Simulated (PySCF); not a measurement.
SMILES c1(F)c(-c2ccsc2)c(c(c(F)c1F)F)F at its GFN2-xTB optimised geometry (Å):

```
19

F      3.0073    -3.5857     0.0063
C      2.2861    -2.4650     0.0047
C      1.9025    -1.8800     1.2080
F      2.2577    -2.4418     2.3648
C      1.1497    -0.7104     1.1939
F      0.7869    -0.1563     2.3539
C      0.7675    -0.1042     0.0012
C     -0.0449     1.1285     0.0000
C     -1.4645     1.1285     0.0000
C     -1.9770     2.3835     0.0001
S     -0.7518     3.5857     0.0005
C      0.4729     2.3887     0.0000
C      1.1622    -0.7057    -1.1899
F      0.8115    -0.1472    -2.3514
C      1.9149    -1.8755    -1.2004
F      2.2819    -2.4333    -2.3554
H     -2.0564     0.2316    -0.0003
H     -3.0073     2.6770     0.0002
H      1.5055     2.6750     0.0003
```

Level of theory: PBE/def2-SVP run with PySCF. Cells within 0.4 Å of a nucleus heavier than hydrogen are left out (blank, or x).

Map of the deformation density (molecule minus spherical neutral atoms) (e/bohr³) on the plane z = 1.2 Å:

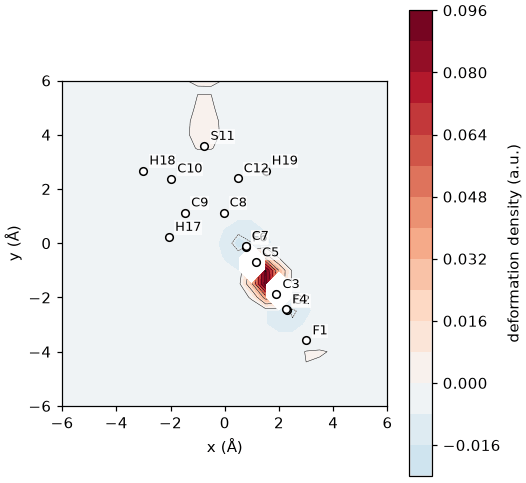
Figure: Deformation density (molecule minus spherical neutral atoms) (e/bohr³) on the plane z = 1.2 Å.
